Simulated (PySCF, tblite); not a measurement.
**C₃H₄F₂S: dynamics, then NMR shifts on frames**

Aim: move C₃H₄F₂S (`C=C(F)SCF`) away from its starting geometry and see how NMR shifts follow the geometry.

The runs use tblite 0.8.0 and PySCF 2.14.0, with density-fitted response routines of our own; the level of theory stands in each step. All values are computed, except where a source is named. Atoms are numbered from 0 throughout.

### 1 The starting structure

10 atoms, charge 0, multiplicity 1; geometry from: GFN2-xTB.

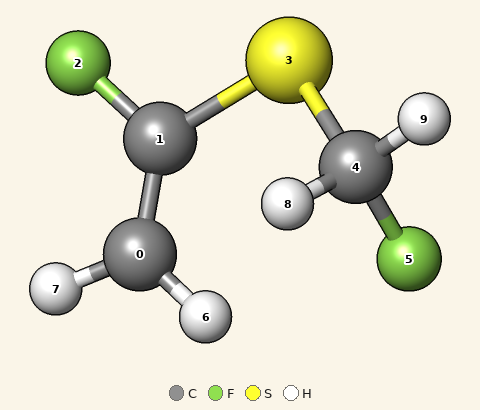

As it starts; carbon grey, fluorine green, sulfur yellow, hydrogen white, atoms numbered.

### 2 A short Langevin run with GFN2-xTB

Job settings and geometry (Å):

```
{"job": {"kind": "md", "xc": "GFN2-xTB", "basis": "xTB", "temperature": 200, "steps": 2000, "every": 50, "frames": 5}, "charge": 0, "multiplicity": 1}
C     -1.500128    -0.272735    -0.147627
C     -0.905523     0.843549    -0.526286
F     -1.601088     1.978477    -0.688830
S      0.806555     1.110872    -0.891267
C      1.568596    -0.278253    -0.005368
F      1.399385    -1.464458    -0.648435
H     -0.972123    -1.200429    -0.051938
H     -2.556018    -0.273904     0.055179
H      1.129094    -0.369060     0.991198
H      2.640135    -0.069404     0.038006
```

Level: GFN2-xTB Langevin dynamics, gas phase.

On the command line:

```sh
$ OMP_NUM_THREADS=1 python probes_run.py task.json out
```

This one command runs all jobs of the session in turn.

Standard output:

```text
t/fs     T/K      E/eV
    0.0   169.5   -574.84696
   25.0    90.3   -574.71360
   50.0   189.1   -574.76187
   75.0   173.2   -574.71089
  100.0   174.6   -574.74856
  125.0   160.3   -574.65543
  150.0   179.5   -574.70042
  175.0   161.6   -574.65240
  200.0   131.3   -574.67686
  225.0   125.4   -574.60722
  250.0   177.3   -574.62182
  275.0   104.3   -574.54724
  300.0   151.6   -574.57856
  325.0   197.1   -574.70946
  350.0   207.7   -574.72854
  375.0   141.9   -574.70060
  400.0   134.6   -574.73063
  425.0    93.6   -574.64836
  450.0    97.4   -574.71330
  475.0   234.3   -574.77091
  500.0   173.7   -574.69350
  525.0   190.5   -574.75943
  550.0   200.1   -574.73855
  575.0   152.0   -574.72841
  600.0   158.9   -574.69089
  625.0   190.6   -574.62011
  650.0   145.1   -574.68372
  675.0   130.0   -574.64178
  700.0   173.2   -574.67236
  725.0   168.3   -574.56849
  750.0   168.9   -574.58499
  775.0   187.9   -574.61524
  800.0   118.8   -574.57123
  825.0   214.5   -574.70591
  850.0   170.1   -574.62200
  875.0   214.4   -574.61593
  900.0   180.0   -574.67573
  925.0   159.9   -574.62170
  950.0   170.4   -574.59088
  975.0   204.2   -574.66951
 1000.0   151.3   -574.55789
```

Run time: 7.4 s. Hardware: 1 thread of Arm Neoverse V1, shared host; peak memory 0.18 GiB.

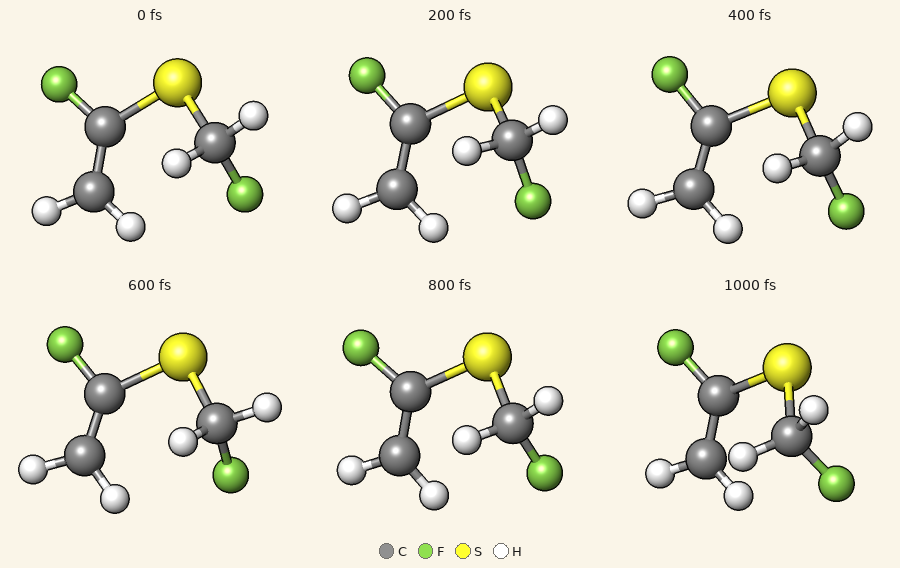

Frames of the run.

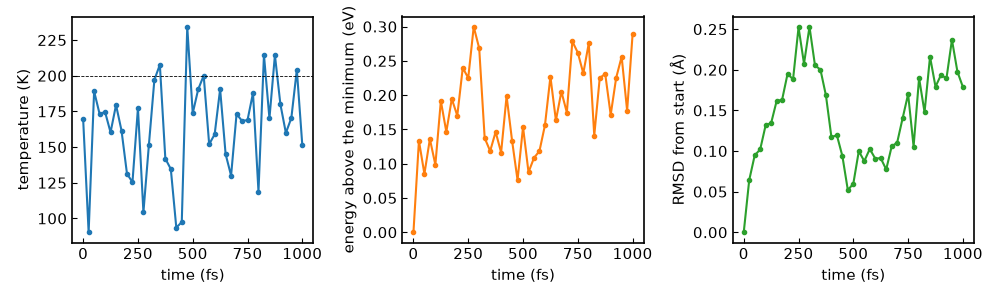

Temperature, potential energy and distance from the start.

Positions (Å) and forces (eV/Å) at 1000 fs:

```xyz
10

C    -2.147   -0.007   -0.419   -0.896    0.381    0.069
C    -1.433    1.070   -0.594    1.903    0.317    1.045
F    -1.950    2.287   -0.641    0.072    0.243   -0.358
S     0.418    1.072   -0.316   -1.421   -0.124   -0.120
C     0.632   -0.231    0.978    0.523    0.674   -0.358
F     0.868   -1.450    0.431   -0.498   -0.015    0.173
H    -1.704   -0.938   -0.279    0.487   -1.171   -0.015
H    -3.213    0.067   -0.356   -0.277   -0.071   -0.196
H    -0.153   -0.239    1.743   -0.090   -0.220   -0.476
H     1.573    0.089    1.424    0.197   -0.014    0.237
```

### 3 NMR shieldings: 250 fs, PBE0/pcSseg-1

Job settings and geometry (Å):

```
{"job": {"kind": "nmr", "xc": "PBE0", "basis": "pcSseg-1", "pop": false}, "charge": 0, "multiplicity": 1}
C     -1.708900    -0.279200    -0.256600
C     -1.000000     0.820100    -0.492000
F     -1.570300     2.038500    -0.480900
S      0.759200     0.864200    -1.028700
C      1.379600    -0.269600     0.236900
F      1.176400    -1.590500    -0.107600
H     -1.352300    -1.265300    -0.450500
H     -2.732000    -0.262500     0.180900
H      0.874700    -0.196800     1.197200
H      2.461500    -0.216000     0.405400
```

With the program's defaults for keys left out, this is: GIAO PBE0/pcSseg-1 NMR shielding, non-relativistic, gas phase.

Standard output:

```text
coarse grid: 9536 points
cycle   1  E = -713.8988005687  dE =  6.645e-01  |g| = 6.750e-01  |ddm| = 2.831e+00
cycle   2  E = -713.7844225116  dE =  1.144e-01  |g| = 1.053e+00  |ddm| = 9.769e-01
cycle   3  E = -713.9803702159  dE = -1.959e-01  |g| = 7.324e-02  |ddm| = 6.420e-01
cycle   4  E = -713.9812368922  dE = -8.667e-04  |g| = 5.043e-02  |ddm| = 1.174e-01
cycle   5  E = -713.9818192437  dE = -5.824e-04  |g| = 1.079e-02  |ddm| = 4.587e-02
cycle   6  E = -713.9818422609  dE = -2.302e-05  |g| = 2.896e-03  |ddm| = 1.001e-02
cycle   7  E = -713.9818440925  dE = -1.832e-06  |g| = 6.817e-04  |ddm| = 2.656e-03
final grid: 90072 points
cycle   8  E = -714.0330618484  dE = -2.656e-05  |g| = 8.348e-03  |ddm| = 1.975e-02
cycle   9  E = -714.0330491312  dE =  1.272e-05  |g| = 1.151e-02  |ddm| = 1.501e-02
cycle  10  E = -714.0330775264  dE = -2.840e-05  |g| = 8.822e-04  |ddm| = 8.955e-03
cycle  11  E = -714.0330776408  dE = -1.144e-07  |g| = 2.904e-04  |ddm| = 7.962e-04
cycle  12  E = -714.0330776539  dE = -1.311e-08  |g| = 5.330e-05  |ddm| = 2.674e-04
cycle  13  E = -714.0330776545  dE = -6.089e-10  |g| = 1.835e-05  |ddm| = 6.904e-05
converged SCF energy = -714.0330776545

GIAO shielding tensors (ppm)
atom      isotropic    diamagn.    paramagn.     s11        s22        s33       span
  0 C       82.555     257.153    -174.599     -8.885    100.877    155.673    164.558
  1 C        3.317     253.387    -250.070    -92.690     48.030     54.611    147.301
  2 F      226.794     472.332    -245.538    146.342    249.251    284.788    138.446
  3 S      359.581    1054.560    -694.980    161.543    382.912    534.287    372.743
  4 C       87.156     244.614    -157.458     46.278     87.610    127.582     81.304
  5 F      378.202     475.187     -96.985    305.891    358.282    470.433    164.542
  6 H       26.548      31.810      -5.263     23.983     24.957     30.703      6.720
  7 H       25.874      27.685      -1.811     23.509     24.037     30.075      6.567
  8 H       25.959      30.167      -4.208     20.910     26.775     30.191      9.280
  9 H       25.490      27.684      -2.193     20.138     26.315     30.018      9.880
```

Wall time 8.3 s (1 thread of Arm Neoverse V1, shared host); peak memory 0.61 GiB.

The references, computed at this level on geometries of the same kind, shield at (ppm): 1H TMS 31.72, 13C TMS 186.9, 19F CFCl3 170.9, 33S CS2 504. Their shielding less the atom's gives the shift. The references are single molecules in the gas phase, so shifts against H2O, NH3, PH3, H3PO4 or CFCl3 are not on the usual liquid scales and can be off by tens of ppm. Each atom is listed at this fixed geometry, with no averaging over motion; a spectrum would average atoms that exchange fast.

```
atoms                               environment  σ (ppm)  δ (ppm)
   C1           fully substituted alkene carbon      3.3    183.6
   C0                      terminal =CH2 carbon     82.6    104.4
   C4                 sp3 CH2 bonded to F and S     87.2     99.8
   H9  hydrogen on an sp3 CH2 bonded to F and S    25.49     6.23
   H7        hydrogen on a terminal =CH2 carbon    25.87     5.84
   H8  hydrogen on an sp3 CH2 bonded to F and S    25.96     5.76
   H6        hydrogen on a terminal =CH2 carbon    26.55     5.17
   F2                          vinylic fluorine    226.8    -55.8
   F5                 fluorine on an sp3 carbon    378.2   -207.3
   S3                            sulfide sulfur      360      144
```

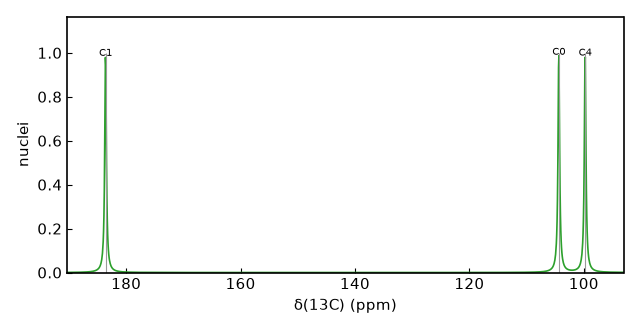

13C lines at the computed shifts, without couplings. Lines are broadened to a width of 0.34 ppm (Lorentzian).

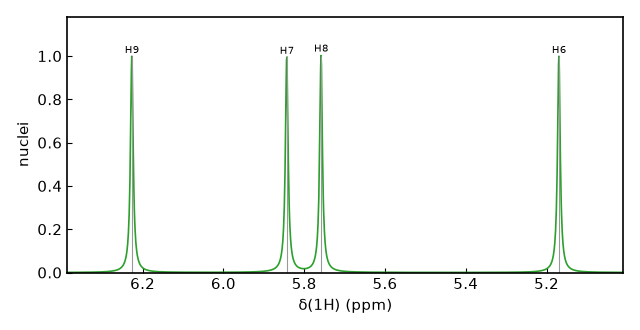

1H lines at the computed shifts, without couplings. Lines are broadened to a width of 0.01 ppm (Lorentzian).

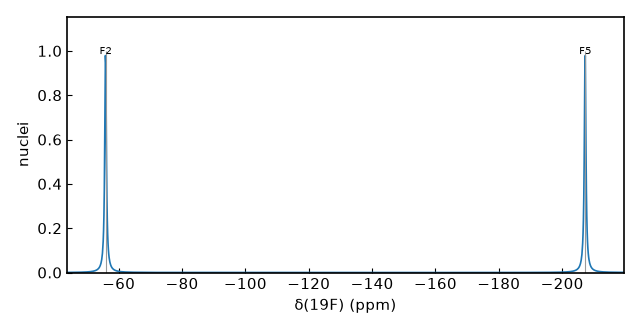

19F lines at the computed shifts, without couplings. Lines are broadened to a width of 0.61 ppm (Lorentzian).

### 4 Shielding tensors: 425 fs, PBE0/pcSseg-1

Job settings and geometry (Å):

```
{"job": {"kind": "nmr", "xc": "PBE0", "basis": "pcSseg-1", "pop": false}, "charge": 0, "multiplicity": 1}
C     -1.702300    -0.256800    -0.016000
C     -0.990900     0.751100    -0.471500
F     -1.492000     1.964500    -0.437200
S      0.733600     0.675200    -0.876100
C      1.311700    -0.694500     0.176700
F      1.082800    -1.839200    -0.531300
H     -1.416800    -1.283500    -0.025400
H     -2.727000    -0.005300     0.230600
H      0.799200    -0.627400     1.141900
H      2.386100    -0.468400     0.286800
```

Level: GIAO PBE0/pcSseg-1 NMR shielding, non-relativistic, gas phase.

Standard output:

```text
coarse grid: 9536 points
cycle   1  E = -713.9049379090  dE =  8.133e-01  |g| = 6.513e-01  |ddm| = 2.855e+00
cycle   2  E = -713.8221127235  dE =  8.283e-02  |g| = 9.504e-01  |ddm| = 9.172e-01
cycle   3  E = -713.9814922261  dE = -1.594e-01  |g| = 7.607e-02  |ddm| = 5.729e-01
cycle   4  E = -713.9825278485  dE = -1.036e-03  |g| = 4.535e-02  |ddm| = 1.199e-01
cycle   5  E = -713.9829849969  dE = -4.571e-04  |g| = 1.100e-02  |ddm| = 4.420e-02
cycle   6  E = -713.9830086226  dE = -2.363e-05  |g| = 3.272e-03  |ddm| = 1.000e-02
cycle   7  E = -713.9830108587  dE = -2.236e-06  |g| = 7.708e-04  |ddm| = 2.778e-03
final grid: 90072 points
cycle   8  E = -714.0335846931  dE = -2.882e-05  |g| = 8.000e-03  |ddm| = 2.123e-02
cycle   9  E = -714.0335751067  dE =  9.586e-06  |g| = 1.052e-02  |ddm| = 1.425e-02
cycle  10  E = -714.0335989075  dE = -2.380e-05  |g| = 8.943e-04  |ddm| = 8.508e-03
cycle  11  E = -714.0335990381  dE = -1.307e-07  |g| = 3.200e-04  |ddm| = 9.343e-04
cycle  12  E = -714.0335990572  dE = -1.904e-08  |g| = 8.244e-05  |ddm| = 3.101e-04
cycle  13  E = -714.0335990584  dE = -1.259e-09  |g| = 3.587e-05  |ddm| = 7.912e-05
cycle  14  E = -714.0335990588  dE = -3.164e-10  |g| = 4.312e-06  |ddm| = 3.726e-05
converged SCF energy = -714.0335990588

GIAO shielding tensors (ppm)
atom      isotropic    diamagn.    paramagn.     s11        s22        s33       span
  0 C       89.057     256.414    -167.357    -11.427    119.746    158.851    170.277
  1 C        8.886     255.503    -246.617   -101.050     60.475     67.233    168.283
  2 F      252.303     472.518    -220.215    181.062    253.085    322.763    141.701
  3 S      378.094    1056.106    -678.012    222.332    380.197    531.752    309.419
  4 C       87.959     247.617    -159.658     52.562     84.464    126.849     74.287
  5 F      372.694     473.852    -101.158    311.134    360.938    446.009    134.875
  6 H       26.657      31.708      -5.052     24.092     24.858     31.020      6.929
  7 H       26.469      28.835      -2.366     23.409     24.622     31.378      7.969
  8 H       26.004      30.019      -4.014     21.246     26.411     30.356      9.110
  9 H       25.545      27.882      -2.337     20.174     25.925     30.537     10.362
```

Wall time 7.6 s (1 thread of Arm Neoverse V1, shared host); peak memory 0.63 GiB.

Key values: δ C1 178.0, C4 99.0, C0 97.9, F2 -81.4, H9 6.17, H8 5.71 ppm.

### 5 Shielding tensors: 625 fs, PBE0/pcSseg-1

Job settings and geometry (Å):

```
{"job": {"kind": "nmr", "xc": "PBE0", "basis": "pcSseg-1", "pop": false}, "charge": 0, "multiplicity": 1}
C     -1.644800    -0.432900     0.198800
C     -0.904800     0.552000    -0.237200
F     -1.364500     1.822800    -0.326500
S      0.823100     0.673600    -0.593100
C      1.402800    -0.875000     0.159500
F      0.937400    -1.965200    -0.558300
H     -1.402900    -1.434500     0.295600
H     -2.701800    -0.315200     0.414600
H      1.063500    -1.028000     1.164400
H      2.524100    -0.983700     0.027300
```

Level: GIAO PBE0/pcSseg-1 NMR shielding, non-relativistic, gas phase.

Standard output:

```text
coarse grid: 9536 points
cycle   1  E = -713.8947952788  dE =  7.611e-01  |g| = 6.813e-01  |ddm| = 2.881e+00
cycle   2  E = -713.7923466112  dE =  1.024e-01  |g| = 1.034e+00  |ddm| = 9.973e-01
cycle   3  E = -713.9784209060  dE = -1.861e-01  |g| = 6.645e-02  |ddm| = 6.347e-01
cycle   4  E = -713.9792560818  dE = -8.352e-04  |g| = 3.869e-02  |ddm| = 1.082e-01
cycle   5  E = -713.9795963596  dE = -3.403e-04  |g| = 1.177e-02  |ddm| = 4.097e-02
cycle   6  E = -713.9796240382  dE = -2.768e-05  |g| = 3.197e-03  |ddm| = 1.058e-02
cycle   7  E = -713.9796262717  dE = -2.233e-06  |g| = 7.050e-04  |ddm| = 2.765e-03
final grid: 90072 points
cycle   8  E = -714.0308857998  dE = -2.761e-05  |g| = 8.800e-03  |ddm| = 2.139e-02
cycle   9  E = -714.0308707894  dE =  1.501e-05  |g| = 1.237e-02  |ddm| = 1.576e-02
cycle  10  E = -714.0309026300  dE = -3.184e-05  |g| = 1.048e-03  |ddm| = 9.622e-03
cycle  11  E = -714.0309028085  dE = -1.786e-07  |g| = 3.224e-04  |ddm| = 1.056e-03
cycle  12  E = -714.0309028266  dE = -1.807e-08  |g| = 8.458e-05  |ddm| = 3.062e-04
cycle  13  E = -714.0309028278  dE = -1.248e-09  |g| = 3.949e-05  |ddm| = 8.250e-05
cycle  14  E = -714.0309028283  dE = -4.040e-10  |g| = 4.494e-06  |ddm| = 4.065e-05
converged SCF energy = -714.0309028283

GIAO shielding tensors (ppm)
atom      isotropic    diamagn.    paramagn.     s11        s22        s33       span
  0 C       97.191     256.202    -159.011      7.467    111.997    172.109    164.642
  1 C       15.826     253.176    -237.349    -73.511     57.067     63.923    137.434
  2 F      243.349     473.641    -230.292    153.650    281.349    295.050    141.400
  3 S      391.718    1055.214    -663.496    189.817    406.820    578.518    388.701
  4 C       89.362     244.916    -155.554     43.112     87.123    137.850     94.738
  5 F      384.670     475.251     -90.581    311.686    380.330    461.993    150.307
  6 H       27.528      32.961      -5.433     24.675     26.479     31.430      6.755
  7 H       26.666      28.191      -1.525     24.050     24.582     31.366      7.316
  8 H       25.974      30.115      -4.141     20.852     26.999     30.072      9.220
  9 H       24.759      26.447      -1.688     19.529     24.886     29.862     10.333
```

Wall time 7.6 s (1 thread of Arm Neoverse V1, shared host); peak memory 0.63 GiB.

This run: δ C1 171.1, C4 97.6, C0 89.7, F2 -72.4, H9 6.96, H8 5.74 ppm.

### 6 Nuclear shieldings: 800 fs, PBE0/pcSseg-1

Job settings and geometry (Å):

```
{"job": {"kind": "nmr", "xc": "PBE0", "basis": "pcSseg-1", "pop": false}, "charge": 0, "multiplicity": 1}
C     -1.779400    -0.197400    -0.138600
C     -1.017800     0.904400    -0.186300
F     -1.681700     2.091600    -0.171700
S      0.786900     0.967200    -0.405700
C      1.289200    -0.454400     0.567300
F      1.182500    -1.617400    -0.064100
H     -1.528000    -1.199000    -0.380200
H     -2.833200    -0.107400     0.019000
H      0.639100    -0.412400     1.417700
H      2.359300    -0.303200     0.793600
```

Method: GIAO PBE0/pcSseg-1 NMR shielding, non-relativistic, gas phase.

Standard output:

```text
coarse grid: 9536 points
cycle   1  E = -713.8965931844  dE =  7.622e-01  |g| = 6.679e-01  |ddm| = 2.852e+00
cycle   2  E = -713.7847193535  dE =  1.119e-01  |g| = 1.030e+00  |ddm| = 9.738e-01
cycle   3  E = -713.9772867089  dE = -1.926e-01  |g| = 8.557e-02  |ddm| = 6.442e-01
cycle   4  E = -713.9786219271  dE = -1.335e-03  |g| = 5.431e-02  |ddm| = 1.321e-01
cycle   5  E = -713.9793142624  dE = -6.923e-04  |g| = 1.055e-02  |ddm| = 4.681e-02
cycle   6  E = -713.9793352362  dE = -2.097e-05  |g| = 3.355e-03  |ddm| = 1.059e-02
cycle   7  E = -713.9793375773  dE = -2.341e-06  |g| = 9.817e-04  |ddm| = 3.023e-03
final grid: 90072 points
cycle   8  E = -714.0304845016  dE = -2.923e-05  |g| = 8.542e-03  |ddm| = 2.186e-02
cycle   9  E = -714.0304702091  dE =  1.429e-05  |g| = 1.199e-02  |ddm| = 1.596e-02
cycle  10  E = -714.0305006803  dE = -3.047e-05  |g| = 1.002e-03  |ddm| = 9.554e-03
cycle  11  E = -714.0305008331  dE = -1.527e-07  |g| = 2.865e-04  |ddm| = 8.713e-04
cycle  12  E = -714.0305008469  dE = -1.387e-08  |g| = 7.204e-05  |ddm| = 2.884e-04
cycle  13  E = -714.0305008478  dE = -8.738e-10  |g| = 3.977e-05  |ddm| = 8.164e-05
cycle  14  E = -714.0305008482  dE = -4.085e-10  |g| = 4.858e-06  |ddm| = 3.777e-05
converged SCF energy = -714.0305008482

GIAO shielding tensors (ppm)
atom      isotropic    diamagn.    paramagn.     s11        s22        s33       span
  0 C       82.030     255.368    -173.338    -13.355    100.511    158.934    172.289
  1 C        0.874     253.574    -252.700   -103.594     51.524     54.691    158.285
  2 F      232.037     471.963    -239.926    156.066    262.204    277.841    121.774
  3 S      364.864    1055.246    -690.383    224.002    346.876    523.713    299.711
  4 C       97.466     244.842    -147.376     56.905     97.925    137.568     80.663
  5 F      393.126     473.969     -80.842    354.060    364.413    460.906    106.846
  6 H       26.769      32.107      -5.338     24.396     24.889     31.023      6.627
  7 H       26.621      28.937      -2.315     24.076     24.902     30.885      6.809
  8 H       26.307      30.048      -3.741     20.179     27.898     30.843     10.664
  9 H       25.649      27.534      -1.885     19.500     26.634     30.813     11.313
```

It took 7.5 s on 1 thread of Arm Neoverse V1, shared host; peak memory 0.63 GiB.

Key values: δ C1 186.1, C0 104.9, C4 89.5, F2 -61.1, H9 6.07, H8 5.41 ppm.

### 7 NMR shieldings: 1000 fs, PBE0/pcSseg-1

Job settings and geometry (Å):

```
{"job": {"kind": "nmr", "xc": "PBE0", "basis": "pcSseg-1", "pop": false}, "charge": 0, "multiplicity": 1}
C     -2.146600    -0.006800    -0.419300
C     -1.433300     1.070000    -0.593600
F     -1.950300     2.287200    -0.640700
S      0.418200     1.071600    -0.315900
C      0.631900    -0.230600     0.978400
F      0.867600    -1.450200     0.431300
H     -1.704200    -0.937500    -0.278500
H     -3.213000     0.067400    -0.356100
H     -0.153100    -0.239300     1.743100
H      1.573200     0.089500     1.424100
```

Level: GIAO PBE0/pcSseg-1 NMR shielding, non-relativistic, gas phase.

Standard output:

```text
coarse grid: 9536 points
cycle   1  E = -713.8970943014  dE =  7.330e-01  |g| = 6.618e-01  |ddm| = 2.834e+00
cycle   2  E = -713.8057823440  dE =  9.131e-02  |g| = 9.782e-01  |ddm| = 9.256e-01
cycle   3  E = -713.9764257235  dE = -1.706e-01  |g| = 7.988e-02  |ddm| = 5.875e-01
cycle   4  E = -713.9775933703  dE = -1.168e-03  |g| = 4.758e-02  |ddm| = 1.226e-01
cycle   5  E = -713.9781155521  dE = -5.222e-04  |g| = 1.102e-02  |ddm| = 4.536e-02
cycle   6  E = -713.9781390897  dE = -2.354e-05  |g| = 3.262e-03  |ddm| = 9.815e-03
cycle   7  E = -713.9781413328  dE = -2.243e-06  |g| = 7.772e-04  |ddm| = 2.806e-03
final grid: 90072 points
cycle   8  E = -714.0284772423  dE = -2.966e-05  |g| = 7.986e-03  |ddm| = 2.083e-02
cycle   9  E = -714.0284664958  dE =  1.075e-05  |g| = 1.075e-02  |ddm| = 1.411e-02
cycle  10  E = -714.0284916404  dE = -2.514e-05  |g| = 7.838e-04  |ddm| = 8.525e-03
cycle  11  E = -714.0284917330  dE = -9.264e-08  |g| = 2.763e-04  |ddm| = 7.549e-04
cycle  12  E = -714.0284917445  dE = -1.151e-08  |g| = 6.786e-05  |ddm| = 2.581e-04
cycle  13  E = -714.0284917454  dE = -8.874e-10  |g| = 2.748e-05  |ddm| = 7.968e-05
converged SCF energy = -714.0284917454

GIAO shielding tensors (ppm)
atom      isotropic    diamagn.    paramagn.     s11        s22        s33       span
  0 C       90.233     257.621    -167.388     -8.772    119.967    159.505    168.277
  1 C        4.985     256.850    -251.865    -96.789     51.853     59.891    156.680
  2 F      241.755     471.761    -230.006    161.094    248.772    315.399    154.305
  3 S      307.114    1055.808    -748.693    143.018    298.978    479.346    336.328
  4 C       85.909     244.075    -158.167     45.951     88.242    123.533     77.582
  5 F      380.126     474.085     -93.959    314.597    363.927    461.855    147.257
  6 H       27.283      33.438      -6.155     24.749     25.506     31.594      6.845
  7 H       26.841      28.235      -1.393     23.698     25.134     31.692      7.993
  8 H       25.887      29.053      -3.166     20.943     26.738     29.980      9.037
  9 H       25.712      28.428      -2.717     19.803     27.075     30.256     10.452
```

Run time: 7.4 s. Hardware: 1 thread of Arm Neoverse V1, shared host; peak memory 0.63 GiB.

This run: δ C1 181.9, C4 101.0, C0 96.7, F2 -70.8, H9 6.01, H8 5.83 ppm.

### 8 Side by side: NMR shifts

Shifts (ppm) of some atoms, chosen among heavy atoms and hydrogens apart, with basis size and wall time:

```
  frame     C1     C0    H7    H6     F2      F5   S3  functions   time
 250 fs  183.6  104.4  5.84  5.17  -55.8  -207.3  144        129  8.3 s
 425 fs  178.0   97.9  5.25  5.06  -81.4  -201.7  126        129  7.6 s
 625 fs  171.1   89.7  5.05  4.19  -72.4  -213.7  112        129  7.6 s
 800 fs  186.1  104.9  5.10  4.95  -61.1  -222.2  139        129  7.5 s
1000 fs  181.9   96.7  4.88  4.43  -70.8  -209.2  197        129  7.4 s
```

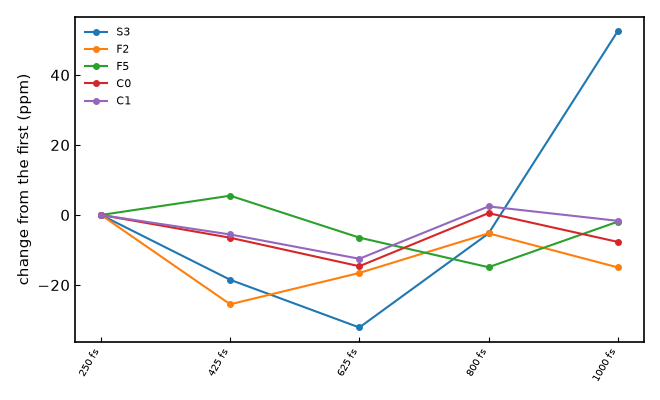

How five of the tabulated atoms move from run to run.

### 9 Summary of results

| quantity | value |
| --- | --- |
| thermostat | 200 K |
| mean temperature, second half | 173 K |
| mean potential energy above the minimum | 0.20 eV |
| 13C shifts against TMS (PBE0/pcSseg-1, 250 fs) | 183.6, 104.4, 99.8 ppm |
| 1H shifts against TMS (PBE0/pcSseg-1, 250 fs) | 6.23, 5.84, 5.76, 5.17 ppm |
| 19F shifts against CFCl3 (PBE0/pcSseg-1, 250 fs) | -55.8, -207.3 ppm |
| 33S shifts against CS2 (PBE0/pcSseg-1, 250 fs) | 144 ppm |
| range of the shift of S3 | 112 to 197 ppm |

**Reading.** In the second half the potential energy averages 0.20 eV above the minimum; equipartition over 24 harmonic modes at 200 K would give 0.21 eV. With 10 atoms the temperature swings widely (90 to 234 K). Shifts at one fixed geometry are not the observed spectrum, which averages over the motion. In the first frame run (250 fs): The largest span, 373 ppm, is at S3, where the paramagnetic term is -695 ppm. Across the 5 runs the shift of S3 moves most, between 112 (625 fs) and 197 ppm (1000 fs).
